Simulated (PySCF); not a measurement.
# C3H4ClF (SMILES C/C(Cl)=C/F): levels of theory compared

We compute a comparison of 5 runs (HF/STO-3G, HF/3-21G, B3LYP/6-31G*, TPSS/6-31G*, MP2/3-21G) of C3H4ClF. The job is set up through a Python script.

The results are computed with PySCF 2.14.0.

### Step 1. The system as given

C3H4ClF: 9 atoms, total charge 0, spin state singlet. As SMILES, `C/C(Cl)=C/F`. The coordinates come from a PBE0-D4/def2-TZVP relaxation.

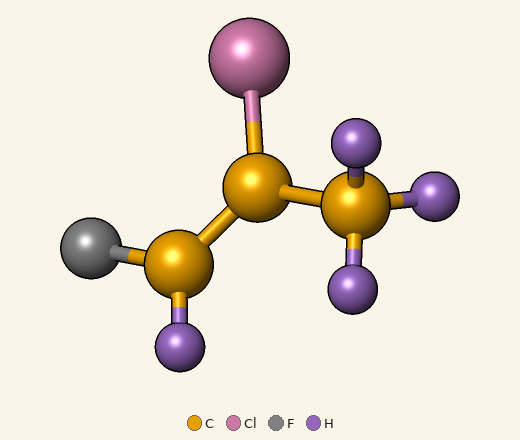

Viewed from a chosen angle; carbon amber, chlorine pink, fluorine grey, hydrogen purple.

### Step 2. Energy and forces at HF/STO-3G (run 1)

mol.xyz reads:

```xyz
9
C3H4ClF
C     -0.262400    -1.054600    -0.407800
C      0.365700     0.109200     0.268100
Cl     1.840500    -0.196100     1.104900
C     -0.148300     1.329600     0.251200
F      0.417300     2.368500     0.857300
H     -0.494700    -1.841200     0.314300
H      0.413700    -1.478800    -1.154200
H     -1.186400    -0.753900    -0.905100
H     -1.071600     1.574900    -0.259700
```

run.py reads:

```python
# CC(Cl)=CF
import pyscf.grad
from pyscf import gto

system = gto.M(
    atom='mol.xyz',
    basis='sto-3g',
    max_memory=1860,
    verbose=3,
    charge=0,
)

mf = system.RHF()
mf.conv_tol = 1e-10
mf.kernel()
if not mf.converged:
    mf = mf.newton().run(mf.mo_coeff, mf.mo_occ)

e_tot = mf.e_tot
print(f'total energy: {e_tot:.8f} hartree')
grad = mf.Gradients().kernel()
dip = mf.dip_moment()
pop, q = mf.mulliken_pop()
```

Command:

```console
$ OMP_NUM_THREADS=1 python run.py
```

What it wrote:

```text
converged SCF energy = -667.117145082265
total energy: -667.11714508 hartree
--------------- RHF gradients ---------------
         x                y                z
0 C     0.0124840242     0.0267969715     0.0143136322
1 C     0.0336493549    -0.0338473514     0.0124945480
2 Cl    -0.0372665092     0.0070543002    -0.0213201477
3 C    -0.0018427313     0.0192423560     0.0036312691
4 F    -0.0124359658    -0.0212495193    -0.0129446715
5 H    -0.0002871699    -0.0023725821     0.0031347865
6 H     0.0030584858    -0.0010620773    -0.0022771037
7 H    -0.0045253020     0.0012617440    -0.0024793086
8 H     0.0071658134     0.0041761584     0.0054469958
----------------------------------------------
Dipole moment(X, Y, Z, Debye): -2.23809, -0.34609, -1.46985
 ** Mulliken pop  **
pop of  0 C 1s            1.99194
pop of  0 C 2s            1.17804
pop of  0 C 2px           1.01360
pop of  0 C 2py           0.97802
pop of  0 C 2pz           1.01445
pop of  1 C 1s            1.99289
pop of  1 C 2s            1.13621
pop of  1 C 2px           0.86351
pop of  1 C 2py           0.98087
pop of  1 C 2pz           1.01355
pop of  2 Cl 1s           1.99997
pop of  2 Cl 2s           1.99881
pop of  2 Cl 3s           1.95026
pop of  2 Cl 2px          1.99136
pop of  2 Cl 2py          1.99937
pop of  2 Cl 2pz          1.99690
pop of  2 Cl 3px          1.43503
pop of  2 Cl 3py          1.96130
pop of  2 Cl 3pz          1.79736
pop of  3 C 1s            1.99328
pop of  3 C 2s            1.11604
pop of  3 C 2px           0.97037
pop of  3 C 2py           0.85568
pop of  3 C 2pz           0.97357
pop of  4 F 1s            1.99897
pop of  4 F 2s            1.93863
pop of  4 F 2px           1.83510
pop of  4 F 2py           1.55182
pop of  4 F 2pz           1.79421
pop of  5 H 1s            0.91849
pop of  6 H 1s            0.91848
pop of  7 H 1s            0.92428
pop of  8 H 1s            0.91762
 ** Mulliken atomic charges  **
charge of    0C =     -0.17606
charge of    1C =      0.01297
charge of    2Cl =     -0.13037
charge of    3C =      0.09106
charge of    4F =     -0.11873
charge of    5H =      0.08151
charge of    6H =      0.08152
charge of    7H =      0.07572
charge of    8H =      0.08238
```

It took 1.8 s on 1 thread of Intel Xeon at 2.70GHz, shared host; peak memory 0.12 GiB.

### Step 3. Energy and forces at HF/3-21G (run 2)

input.xyz reads:

```xyz
9
C3H4ClF
C     -0.262400    -1.054600    -0.407800
C      0.365700     0.109200     0.268100
Cl     1.840500    -0.196100     1.104900
C     -0.148300     1.329600     0.251200
F      0.417300     2.368500     0.857300
H     -0.494700    -1.841200     0.314300
H      0.413700    -1.478800    -1.154200
H     -1.186400    -0.753900    -0.905100
H     -1.071600     1.574900    -0.259700
```

calc.py reads:

```python
# CC(Cl)=CF
from pyscf import gto

mol = gto.Mole()
mol.atom = 'input.xyz'
mol.basis = '3-21g'
mol.verbose = 3
mol.charge = 0
mol.max_memory = 1860
mol.spin = 0
mol.build()

hf = mol.RHF()
hf.conv_tol = 1e-10
hf.kernel()
if not hf.converged:
    hf = hf.newton().run(hf.mo_coeff, hf.mo_occ)

e_final = hf.e_tot
print('E = %.10f Eh' % e_final)
grad = hf.nuc_grad_method().kernel()
dip = hf.dip_moment()
pop, q = hf.mulliken_pop()
```

Command:

```console
$ OMP_NUM_THREADS=1 python calc.py
```

What it wrote:

```text
converged SCF energy = -671.449991807057
E = -671.4499918071 Eh
--------------- RHF gradients ---------------
         x                y                z
0 C     0.0050545674     0.0104815229     0.0056919959
1 C     0.0459180020    -0.0359864418     0.0195573753
2 Cl    -0.0362431944     0.0068230069    -0.0207433559
3 C     0.0086171113     0.0381732708     0.0147746604
4 F    -0.0110386193    -0.0194148695    -0.0116272260
5 H    -0.0010353776    -0.0045297923     0.0038104994
6 H     0.0037404420    -0.0026449727    -0.0039156755
7 H    -0.0048508397     0.0025544791    -0.0023640371
8 H    -0.0101620917     0.0045437966    -0.0051842364
----------------------------------------------
Dipole moment(X, Y, Z, Debye): -2.51903, -1.15577, -1.84367
 ** Mulliken pop  **
pop of  0 C 1s            1.98837
pop of  0 C 2s            0.35500
pop of  0 C 3s            1.14204
pop of  0 C 2px           0.54970
pop of  0 C 2py           0.53826
pop of  0 C 2pz           0.54984
pop of  0 C 3px           0.51515
pop of  0 C 3py           0.42332
pop of  0 C 3pz           0.51974
pop of  1 C 1s            1.98827
pop of  1 C 2s            0.38379
pop of  1 C 3s            0.96325
pop of  1 C 2px           0.45985
pop of  1 C 2py           0.64004
pop of  1 C 2pz           0.47788
pop of  1 C 3px           0.52648
pop of  1 C 3py           0.41848
pop of  1 C 3pz           0.60951
pop of  2 Cl 1s           1.99867
pop of  2 Cl 2s           1.96058
pop of  2 Cl 3s           1.13477
pop of  2 Cl 4s           0.82075
pop of  2 Cl 2px          1.96414
pop of  2 Cl 2py          1.97159
pop of  2 Cl 2pz          1.96949
pop of  2 Cl 3px          0.88252
pop of  2 Cl 3py          1.10772
pop of  2 Cl 3pz          1.03352
pop of  2 Cl 4px          0.42632
pop of  2 Cl 4py          0.83501
pop of  2 Cl 4pz          0.73095
pop of  3 C 1s            1.98644
pop of  3 C 2s            0.41470
pop of  3 C 3s            0.75880
pop of  3 C 2px           0.53972
pop of  3 C 2py           0.54165
pop of  3 C 2pz           0.46263
pop of  3 C 3px           0.38889
pop of  3 C 3py           0.14717
pop of  3 C 3pz           0.45525
pop of  4 F 1s            1.98534
pop of  4 F 2s            0.44632
pop of  4 F 3s            1.56348
pop of  4 F 2px           0.86035
pop of  4 F 2py           0.75150
pop of  4 F 2pz           0.84788
pop of  4 F 3px           0.99342
pop of  4 F 3py           0.93258
pop of  4 F 3pz           0.99627
pop of  5 H 1s            0.46188
pop of  5 H 2s            0.29483
pop of  6 H 1s            0.46187
pop of  6 H 2s            0.29484
pop of  7 H 1s            0.46559
pop of  7 H 2s            0.31116
pop of  8 H 1s            0.47785
pop of  8 H 2s            0.27457
 ** Mulliken atomic charges  **
charge of    0C =     -0.58142
charge of    1C =     -0.46756
charge of    2Cl =      0.16398
charge of    3C =      0.30476
charge of    4F =     -0.37715
charge of    5H =      0.24329
charge of    6H =      0.24328
charge of    7H =      0.22325
charge of    8H =      0.24758
```

Run time: 3.6 s. Hardware: 1 thread of Intel Xeon at 2.70GHz, shared host; peak memory 0.13 GiB.

### Step 4. Energy and gradient at B3LYP/6-31G(d) (spherical functions) (run 3)

job.py reads:

```python
from pyscf import gto, dft

system = gto.Mole()
system.atom = '''
C   -0.262400  -1.054600  -0.407800
C    0.365700   0.109200   0.268100
Cl   1.840500  -0.196100   1.104900
C   -0.148300   1.329600   0.251200
F    0.417300   2.368500   0.857300
H   -0.494700  -1.841200   0.314300
H    0.413700  -1.478800  -1.154200
H   -1.186400  -0.753900  -0.905100
H   -1.071600   1.574900  -0.259700
'''
system.max_memory = 1860
system.verbose = 4
system.charge = 0
system.basis = '6-31g*'
system.build()

myscf = dft.RKS(system)
myscf.xc = 'b3lyp'
myscf.grids.level = 5
myscf.conv_tol = 1e-10
myscf.kernel()
if not myscf.converged:
    myscf = myscf.newton().run(myscf.mo_coeff, myscf.mo_occ)

energy = myscf.e_tot
print('Final energy', energy)
grad = myscf.nuc_grad_method().kernel()
myscf.analyze()
```

Command:

```console
$ OMP_NUM_THREADS=1 python job.py
```

What it wrote:

```text
PySCF version 2.14.0

[... 80 lines left out ...]
Final energy -676.7260891618895
[... 22 lines left out ...]
MO #2   energy= -24.7081058714225  occ= 2
[... 7 lines left out ...]
MO #10  energy= -1.22954152942084  occ= 2
[... 7 lines left out ...]
MO #18  energy= -0.434610823107484 occ= 2
[... 7 lines left out ...]
MO #26  energy= 0.037246034129061  occ= 0
[... 7 lines left out ...]
MO #34  energy= 0.377309506975339  occ= 0
[... 7 lines left out ...]
MO #42  energy= 0.608021329731269  occ= 0
[... 7 lines left out ...]
MO #50  energy= 0.873074024277276  occ= 0
[... 7 lines left out ...]
MO #58  energy= 1.22996612978807   occ= 0
[... 7 lines left out ...]
MO #66  energy= 1.80331151909365   occ= 0
[... 7 lines left out ...]
MO #74  energy= 2.24769940659123   occ= 0
[... 7 lines left out ...]
MO #82  energy= 3.1125949395563    occ= 0
[... 55 lines left out ...]
pop of  3 C 3py           0.01773
pop of  3 C 3pz           0.00457
pop of  3 C 3dxy          0.00303
pop of  3 C 3dyz          0.00231
pop of  3 C 3dz^2         0.00138
pop of  3 C 3dxz          0.00180
pop of  3 C 3dx2-y2       0.00270
pop of  4 F 1s            1.99997
pop of  4 F 2s            1.82413
pop of  4 F 3s            0.00321
pop of  4 F 2px           1.86651
pop of  4 F 2py           1.69703
pop of  4 F 2pz           1.83228
pop of  4 F 3px           0.00186
pop of  4 F 3py           0.00143
pop of  4 F 3pz           0.00118
pop of  4 F 3dxy          0.00226
pop of  4 F 3dyz          0.00250
pop of  4 F 3dz^2         0.00107
pop of  4 F 3dxz          0.00101
pop of  4 F 3dx2-y2       0.00179
pop of  5 H 1s            0.87314
pop of  5 H 2s            0.00811
pop of  6 H 1s            0.87314
pop of  6 H 2s            0.00811
pop of  7 H 1s            0.87997
pop of  7 H 2s            0.00753
pop of  8 H 1s            0.86931
pop of  8 H 2s            0.00988
 ** Mulliken atomic charges  **
charge of    0C =     -0.29488
charge of    1C =     -0.02821
charge of    2Cl =     -0.05196
charge of    3C =      0.14047
charge of    4F =     -0.23622
charge of    5H =      0.11875
charge of    6H =      0.11875
charge of    7H =      0.11249
charge of    8H =      0.12081
Dipole moment(X, Y, Z, Debye): -1.87070, -0.84283, -1.36537
```

Run time: 38 s. Hardware: 1 thread of Intel Xeon at 2.70GHz, shared host; peak memory 0.81 GiB.

Run 4 isn't shown in full; the table further down has it.

### Step 5. Energy and gradient at MP2/3-21G (run 5)

calc.py reads:

```python
import pyscf.grad
from pyscf import gto, mp

mol = gto.M(
    atom='''
C   -0.262400  -1.054600  -0.407800
C    0.365700   0.109200   0.268100
Cl   1.840500  -0.196100   1.104900
C   -0.148300   1.329600   0.251200
F    0.417300   2.368500   0.857300
H   -0.494700  -1.841200   0.314300
H    0.413700  -1.478800  -1.154200
H   -1.186400  -0.753900  -0.905100
H   -1.071600   1.574900  -0.259700
''',
    verbose=4,
    basis='3-21g',
    max_memory=1860,
    spin=0,
)

mf = mol.RHF()
mf.conv_tol = 1e-10
mf.kernel()
if not mf.converged:
    mf = mf.newton().run(mf.mo_coeff, mf.mo_occ)

pt = mp.MP2(mf, frozen=9).run()
e_final = pt.e_tot
print('Final energy', e_final)
grad = pt.Gradients().kernel()
dip = mf.dip_moment()
pop, q = mf.mulliken_pop()
```

Command:

```console
$ OMP_NUM_THREADS=1 python calc.py
```

What it wrote:

```text
PySCF version 2.14.0

[... 65 lines left out ...]
converged SCF energy = -671.449991807057
[... 8 lines left out ...]
Final energy -671.8813080868881
[... 8 lines left out ...]
Dipole moment(X, Y, Z, Debye): -2.51903, -1.15577, -1.84367
[... 28 lines left out ...]
pop of  2 Cl 3pz          1.03352
pop of  2 Cl 4px          0.42632
pop of  2 Cl 4py          0.83501
pop of  2 Cl 4pz          0.73095
pop of  3 C 1s            1.98644
pop of  3 C 2s            0.41470
pop of  3 C 3s            0.75880
pop of  3 C 2px           0.53972
pop of  3 C 2py           0.54165
pop of  3 C 2pz           0.46263
pop of  3 C 3px           0.38889
pop of  3 C 3py           0.14717
pop of  3 C 3pz           0.45525
pop of  4 F 1s            1.98534
pop of  4 F 2s            0.44632
pop of  4 F 3s            1.56348
pop of  4 F 2px           0.86035
pop of  4 F 2py           0.75150
pop of  4 F 2pz           0.84788
pop of  4 F 3px           0.99342
pop of  4 F 3py           0.93258
pop of  4 F 3pz           0.99627
pop of  5 H 1s            0.46188
pop of  5 H 2s            0.29483
pop of  6 H 1s            0.46187
pop of  6 H 2s            0.29484
pop of  7 H 1s            0.46559
pop of  7 H 2s            0.31116
pop of  8 H 1s            0.47785
pop of  8 H 2s            0.27457
 ** Mulliken atomic charges  **
charge of    0C =     -0.58142
charge of    1C =     -0.46756
charge of    2Cl =      0.16398
charge of    3C =      0.30476
charge of    4F =     -0.37715
charge of    5H =      0.24329
charge of    6H =      0.24328
charge of    7H =      0.22325
charge of    8H =      0.24758
```

Wall time 3.3 s (1 thread of Intel Xeon at 2.70GHz, shared host); peak memory 0.21 GiB.

### Step 6. The series

| run | level | integration grid | frozen core orbitals | energy (Eh) | dipole moment (D) of the reference | HOMO energy (eV) | LUMO energy (eV) | wall time |
| --- | --- | --- | --- | --- | --- | --- | --- | --- |
| 1 | HF/STO-3G | – | – | -667.117145 | 2.70 | -8.06 | 7.76 | 1.8 s |
| 2 | HF/3-21G | – | – | -671.449992 | 3.33 | -9.92 | 4.52 | 3.6 s |
| 3 | B3LYP/6-31G* (spherical functions) | 5 | – | -676.726089 | 2.46 | -6.65 | 0.44 | 38 s |
| 4 | TPSS/6-31G* (spherical functions) | 5 | – | -676.761547 | 2.41 | -5.70 | -0.21 | 49 s |
| 5 | MP2/3-21G | – | 9 | -671.881308 | 3.33 | -9.92 | 4.52 | 3.3 s |

### Step 7. Outcome

| quantity | value |
| --- | --- |
| run 5: total energy | -671.88131 Eh |
| run 5: dipole moment (Hartree–Fock density) | 3.33 D |
| run 5: HOMO energy (Hartree–Fock orbitals) | -9.92 eV |
| run 5: LUMO energy (Hartree–Fock orbitals) | 4.52 eV |
| run 5: HOMO–LUMO gap (Hartree–Fock orbitals) | 14.44 eV |
| run 5: correlation energy (9 core orbitals frozen) | -431.3 mEh |
| run 5: largest force on an atom | 2.711 eV/Å |

**Reading.** Over runs 1, 2, 3, 4 the dipole moment (its size) runs from 2.41 D (TPSS/6-31G*) to 3.33 D (HF/3-21G). The two ends differ in method and basis. Over runs 1, 2, 3, 4 the HOMO–LUMO gap runs from 5.49 eV (TPSS/6-31G*) to 15.82 eV (HF/STO-3G). Totals of different functionals can't be ranked against each other. In run 1 the basis is minimal, so the values are rough. All runs together took 96 s, the longest 49 s.
